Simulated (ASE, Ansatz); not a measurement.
# Forces and charges in generalised stacking fault on (111) (glide set) of a Ge-Si solid solution (72 atoms), part 2 of 2

Aim: energy, forces, charges and density of states of generalised stacking fault on (111) (glide set) of a Ge-Si solid solution (72 atoms) at a fixed geometry.

Ansatz 0.2.0; Kohn-Sham DFT, r2SCAN, PAW (set soft_2), plane waves.

The cell: 51 Ge and 21 Si. The host structure and its lattice constant were typed by rule, without a check against the phase diagram.

So far. Step 2 (Plane-wave single point): The stored curve holds about 673 of the 798 electrons; the rest, give or take the few that broadening carries across the Fermi level, lie in deeper levels below its range.

## (2) Plane-wave single point (continued)

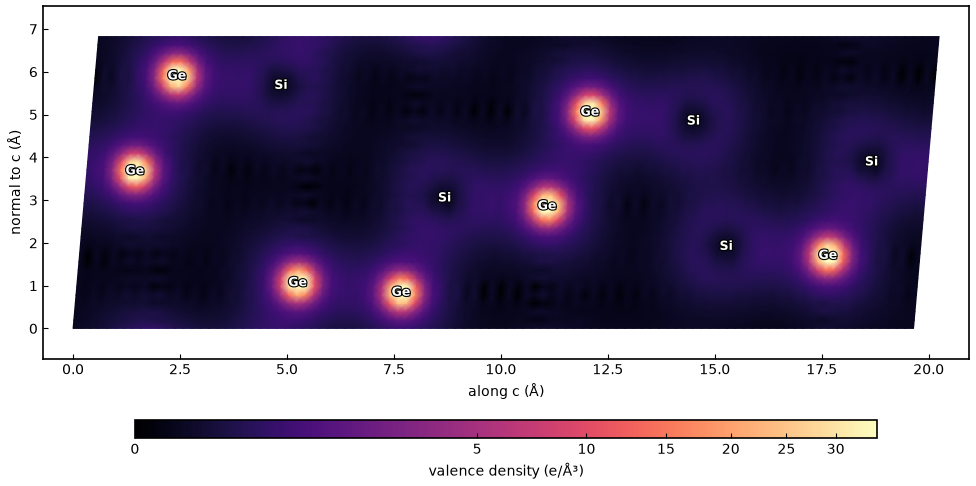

Valence density in the ca plane at fractional y = 0.000, with atoms of Si and Ge within 0.2 Å of it. It is the smooth field of the valence electrons, not physical close to the nuclei. The map starts off the cell's origin, so that atoms lie inside it. The colour scale is stretched toward low values.

Forces differ by site in this geometry: Si atoms with 3 neighbours bear 1.6 eV/Å on average, against 0.43 eV/Å for those with 4. Mean intrinsic-atomic-orbital charges: Ge -0.02, Si +0.06 e. Charges this small depend on the projection, at times even in sign.

## (3) Structure statistics

These statistics describe the geometry on which the runs were made.

Density 4.48 g/cm³, 22.08 Å³ an atom.

g(r), total and by pair (bins of 0.2 Å):

```tsv
r (Å)	total	Ge-Ge	Ge-Si	Si-Si
2.20	0.42	0.09	0.57	1.67
2.40	5.38	5.96	4.85	4.39
2.60	0.00	0.00	0.00	0.00
2.80	0.00	0.00	0.00	0.00
3.00	0.16	0.05	0.19	0.62
3.20	0.00	0.00	0.00	0.00
3.40	0.00	0.00	0.00	0.00
3.60	0.00	0.00	0.00	0.00
3.80	0.00	0.00	0.00	0.00
4.00	6.57	6.62	6.47	6.40
4.20	0.25	0.14	0.33	0.49
4.40	0.15	0.12	0.12	0.44
4.60	4.30	4.56	4.12	3.62
4.80	0.00	0.00	0.00	0.00
5.00	0.12	0.04	0.14	0.46
5.20	0.11	0.09	0.09	0.31
5.40	0.20	0.15	0.24	0.29
5.60	1.43	1.50	1.40	1.20
5.80	0.24	0.14	0.32	0.43
6.00	1.77	1.80	1.76	1.64
6.20	0.96	1.03	0.86	0.99
6.40	0.02	0.02	0.00	0.07
6.60	0.34	0.21	0.48	0.39
6.80	3.89	4.09	3.57	4.22
7.00	0.03	0.04	0.01	0.06
7.20	2.16	2.20	2.18	1.79
7.40	0.18	0.12	0.24	0.26
7.60	0.31	0.28	0.38	0.20
```

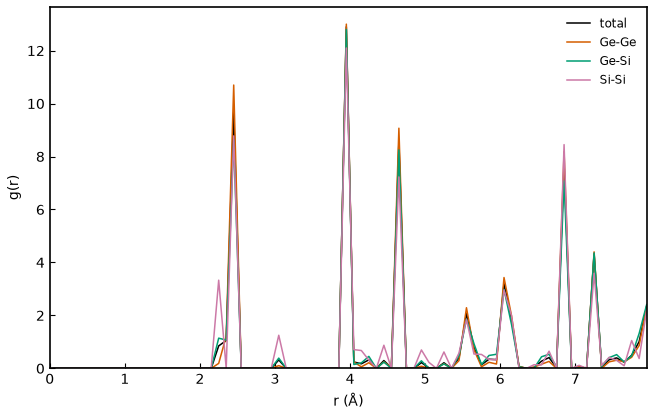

Pair distribution functions.

Bonds by pair of elements; cutoffs follow the first minimum of g(r), held within bounds set by covalent radii, and pairs that aren't listed don't count as bonded:

```tsv
pair A-B	cutoff (Å)	bonds	mean length (Å)	spread (Å)	shortest (Å)	B about A	A about B
Ge-Ge	2.83	73	2.42	0.022	2.28	2.86	2.86
Ge-Si	2.77	53	2.40	0.046	2.28	1.04	2.52
Si-Si	2.77	12	2.39	0.061	2.28	1.14	1.14
```

How many atoms have how many bonded neighbours:

```tsv
element	mean	3	4
Ge	3.90	5	46
Si	3.67	7	14
```

Bond angles (no mean is given where the spread exceeds 20°):

```tsv
angle	count	mean (°)	spread (°)
Ge-Ge-Ge	160	110	0.9
Ge-Ge-Si	112	110	2
Ge-Si-Ge	49	110	2.6
Ge-Si-Si	48	112	3.6
Si-Ge-Si	19	112	3.8
```

Bond length by coordination (bonds to H left out):

```tsv
element	coordination	atoms	mean bond length (Å)
Ge	3	5	2.33
Ge	4	46	2.42
Si	3	7	2.33
Si	4	14	2.42
```

Rings of the network by King's shortest-path rule, up to 12 atoms, one path for each pair of neighbours; H, halogens, alkali and alkaline-earth atoms are left out, and the last column divides by all other atoms, bonded or not:

```tsv
ring size (atoms)	rings	per network atom
6	112	1.56
8	9	0.125
```

By these cutoffs 90 % of Ge atoms have 4 and 67 % of Si atoms have 4 bonded neighbours. The Ge-Ge-Ge angle averages 110° with a spread of 0.9°. Rings of 6 atoms are the most common (93 % of those counted); sizes run from 6 to 8.

Local excerpt of 16 atoms (numbers count through the whole input) about Ge54, which has 3 bonded neighbours where the commonest count for Ge is 4; x, y, z are measured from there.

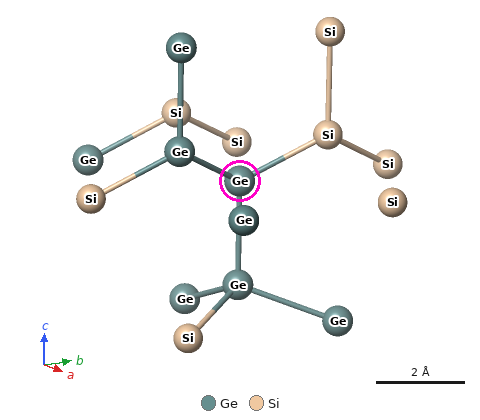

The atoms of the table, within 4.0 Å (arrows a, b, c point along x, y, z); some may hide others; the central atom is ringed.

```tsv
atom	x	y	z	distance (Å)	bonds	intrinsic-atomic-orbital charge (e)	Fx	Fy	Fz (eV/Å)
Ge54	0.00	0.00	0.00	0.00	3	-0.05	-1.72	0.60	-0.01
Ge1	0.57	-1.97	1.01	2.28	3	-0.04	1.56	-0.83	-0.02
Si11	0.58	1.98	1.00	2.29	3	0.01	1.58	0.35	0.18
Ge53	0.01	0.00	-2.42	2.42	4	-0.02	0.11	-0.35	-0.22
Si15	-2.84	0.02	1.01	3.02	3	0.04	1.38	0.18	-0.13
Ge56	-3.40	-1.98	-0.01	3.94	3	-0.08	-1.37	0.16	0.51
Si70	-3.40	1.99	0.01	3.94	3	0.01	-1.63	-0.55	-0.21
Si68	0.01	3.94	-0.01	3.94	3	0.05	-1.43	-0.29	0.24
Ge52	-2.29	0.00	-3.23	3.96	4	-0.01	0.00	0.43	0.03
Si32	0.01	-3.97	-0.01	3.97	3	0.07	-1.65	0.32	0.17
Ge56	3.44	-1.98	-0.01	3.97	3	-0.08	-1.37	0.16	0.51
Ge48	1.15	1.99	-3.24	3.97	4	-0.01	0.49	-0.29	0.36
Si26	1.15	-2.00	-3.24	3.97	4	0.11	0.06	0.34	0.07
Si70	3.45	1.99	0.01	3.98	3	0.01	-1.63	-0.55	-0.21
Si12	0.60	1.97	3.42	3.99	4	0.07	-0.32	0.08	-0.28
Ge2	0.57	-1.98	3.44	4.00	4	-0.02	-0.13	-0.49	-0.01
```

The column of bonds counts only the pairs Ge-Ge within 2.83 Å, Ge-Si within 2.77 Å, Si-Si within 2.77 Å; other neighbours, such as metal atoms beside each other in a compound, aren't counted, and periodic images can show an atom twice.

## (4) Outcome

```json
{"free energy per atom": "-3234.1316 eV/atom", "density": "4.485 g/cm³", "pressure": "0.4273 GPa", "r.m.s. force component": "0.4554 eV/Å", "gap (highest filled to lowest empty level)": "0.1892 eV", "wall time of the 1 DFT run": "82 s"}
```

In words: The highest filled and lowest empty levels differ by 0.189 eV on the run's k-points; the mesh holds the band edges only if they fold onto it, so the gap at this level can be narrower or closed, while semilocal functionals tend to narrow gaps against experiment. Forces differ by site in this geometry: Si atoms with 3 neighbours bear 1.6 eV/Å on average, against 0.43 eV/Å for those with 4. Counting bonds as in the table, 90 % of Ge atoms have 4 and 67 % of Si atoms have 4 bonded neighbours.

What to keep in mind: The geometry was built by rule, was displaced at random and isn't relaxed at this level: its force components are 0.46 eV/Å r.m.s. The stress is far from hydrostatic: its diagonal is -2.0, 4.0, -0.7 GPa, compression counted positive.

[Logs are printed without paths, hosts, clocks, repeated set-up lines and the standing remarks that a program may print on its own settings, such as how far it seeks lower states.]

[Hosts, paths, dates, database ids (printed as entryN), source tags and the programs' standing remarks are cut or masked in the printed files.]
